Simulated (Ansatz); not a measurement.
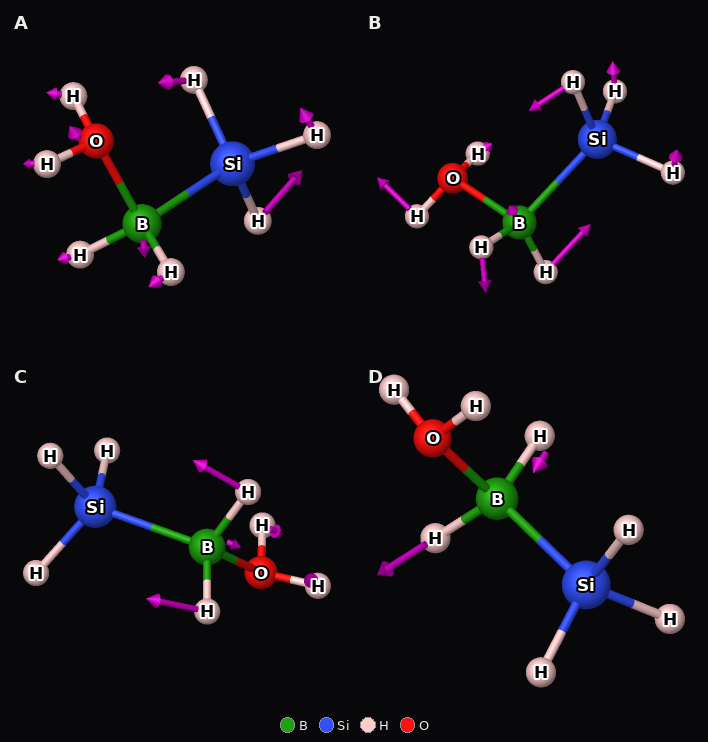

4 normal modes of one molecule or complex, as arrows. Harmonic vibrations computed with RKS PBE0-D4/def2-TZVP (Ansatz 0.2.0) at a stationary point of the same level.

Question: Match the panels to the wavenumbers 460 cm⁻¹, 757 cm⁻¹, 1117 cm⁻¹, 2569 cm⁻¹.

Answer: A: 460 cm⁻¹
B: 757 cm⁻¹, angle bending
C: 1117 cm⁻¹, angle bending
D: 2569 cm⁻¹, B–H stretching
